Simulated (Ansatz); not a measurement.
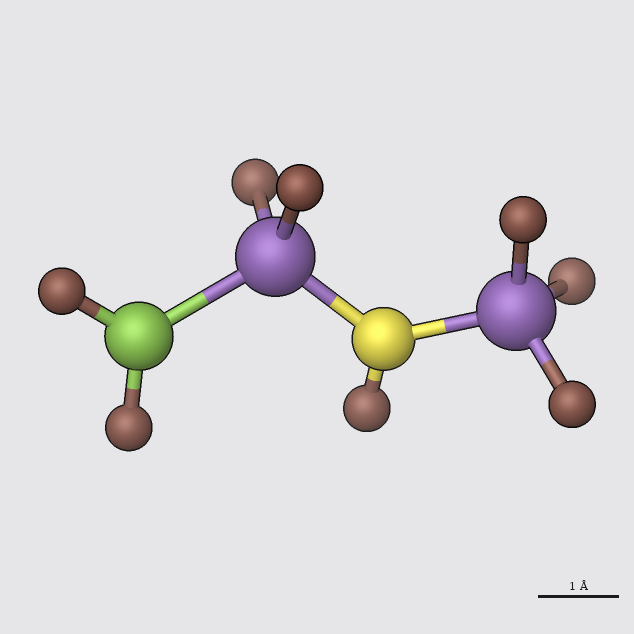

The picture shows a molecular structure as a ball-and-stick model. Every bond is drawn as one stick, whatever its order. Colours: boron green, silicon purple, nitrogen yellow, hydrogen brown.

What does the picture show?

The molecule is BH8NSi2. Its SMILES string is `B[SiH2]N[SiH3]`. It has no ring. Among its groups: Si–H bond, Si–N bond, B–H bond. The point group is C1. Coordination: 1 B trigonal planar; 2 Si tetrahedral; 1 N trigonal planar.

More results for the same structure follow; atom numbers are the same in all pictures, views and colours differ. Computed geometry: PBE0-D4/def2-TZVP optimisation.

Geometry

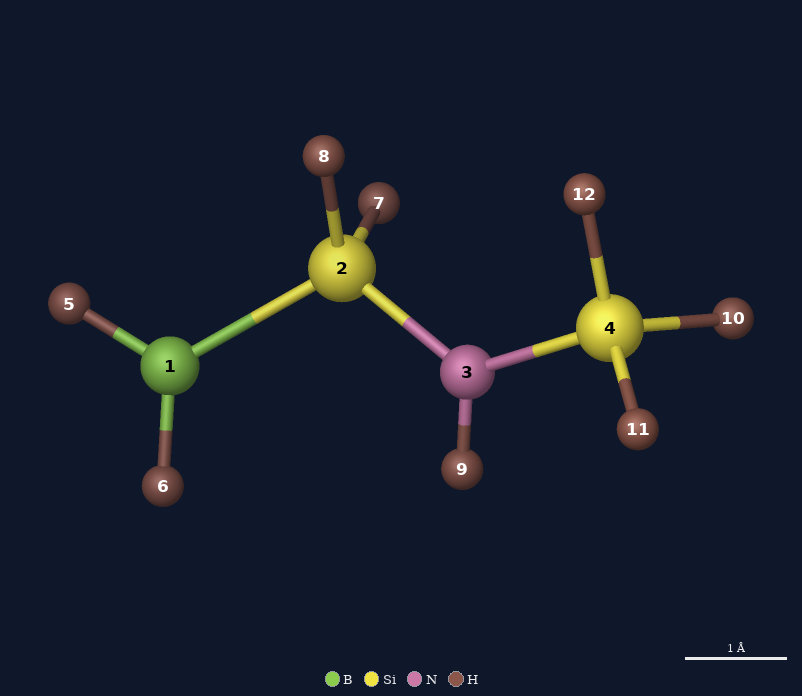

The atoms are numbered.

What are the angles Si2–B1–H5, Si2–B1–H6, B1–Si2–N3, B1–Si2–H7, B1–Si2–H8, N3–Si2–H7, N3–Si2–H8, Si2–N3–Si4, Si2–N3–H9, Si4–N3–H9, N3–Si4–H10, N3–Si4–H11, N3–Si4–H12?

```
     angle  degrees
 Si2–B1–H5    119.8
 Si2–B1–H6    123.0
 B1–Si2–N3    113.1
 B1–Si2–H7    104.6
 B1–Si2–H8    112.4
 N3–Si2–H7    113.1
 N3–Si2–H8    107.6
Si2–N3–Si4    128.4
 Si2–N3–H9    115.0
 Si4–N3–H9    116.0
N3–Si4–H10    113.5
N3–Si4–H11    110.2
N3–Si4–H12    107.3
```

Dipole moment

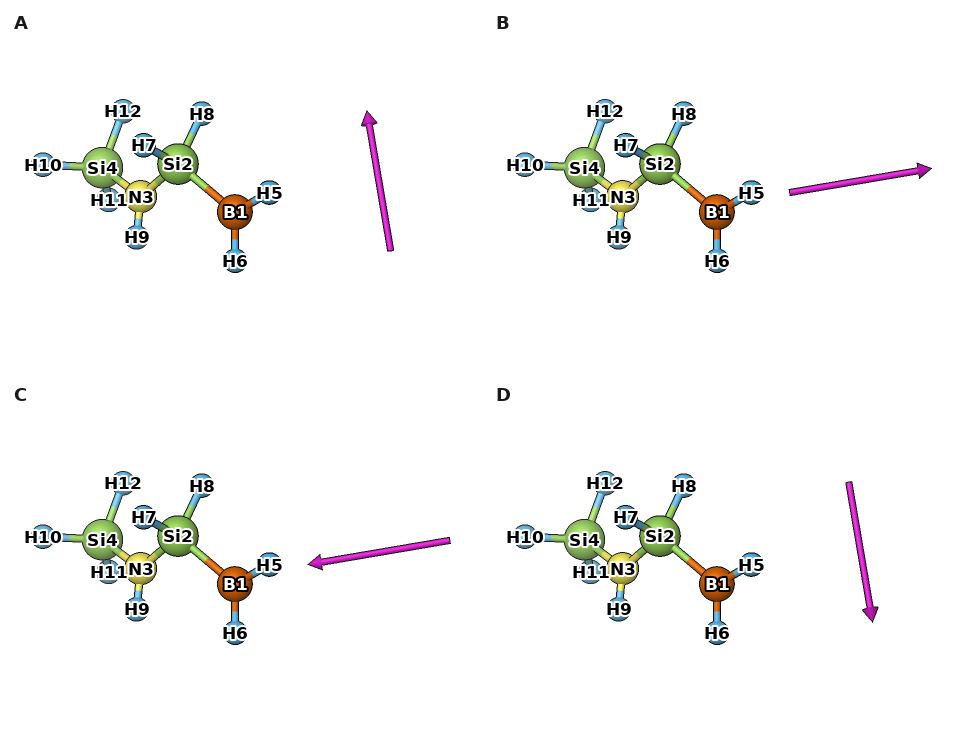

The same molecule four times, each with an arrow. Level of theory: RKS PBE0-D4/def2-TZVP (Ansatz 0.2.0).

Which arrow points along the dipole moment, from the negative to the positive end?

D. The dipole moment is 1.15 D; it points from the side of H12 to the side of H6 (the outermost atoms at the two ends).

Charges

The questions are on Mulliken charges. Properties computed with RKS PBE0-D4/def2-TZVP (Ansatz 0.2.0).

Which atom carries the highest charge (most positive or least negative)?

Si4, H9 (0.23 e).

And the lowest?

N3 (−0.52 e).

Give the Mulliken charges atom by atom.

```
atom  value (e)
  B1      −0.05
 Si2       0.20
  N3      −0.52
 Si4       0.23
  H5       0.04
  H6       0.03
  H7      −0.04
  H8      −0.02
  H9       0.23
 H10      −0.04
 H11      −0.04
 H12      −0.02
```

Vibrations

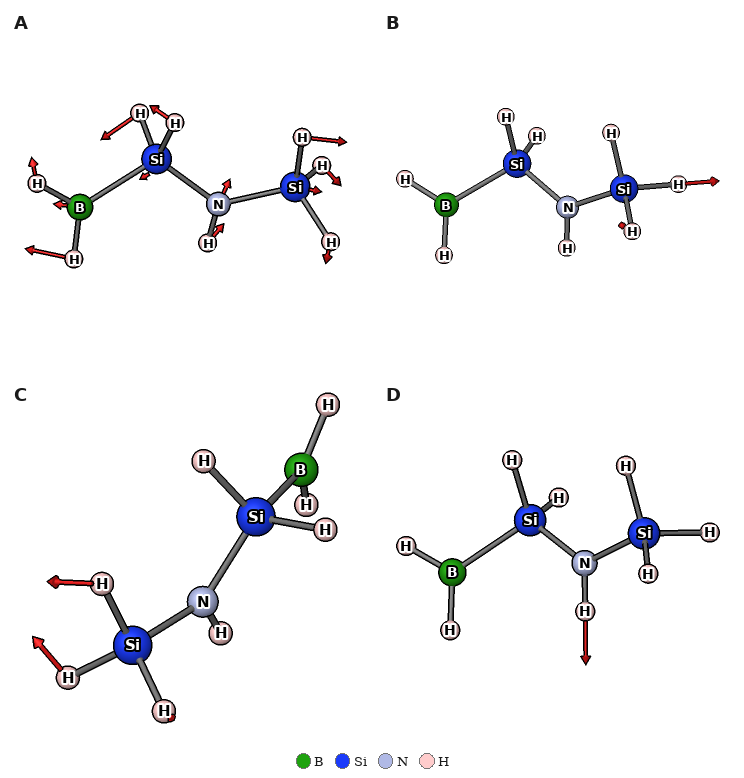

4 normal modes of one molecule or complex, as arrows. Harmonic vibrations computed with RKS PBE0-D4/def2-TZVP (Ansatz 0.2.0) at a stationary point of the same level.

Match the panels to the wavenumbers 222 cm⁻¹, 929 cm⁻¹, 2195 cm⁻¹, 3606 cm⁻¹.

A: 222 cm⁻¹, angle bending
B: 2195 cm⁻¹, Si–H stretching
C: 929 cm⁻¹, H–Si–H bending
D: 3606 cm⁻¹, N–H stretching

Mulliken values depend strongly on the basis set and can even reverse the polarity of a bond.
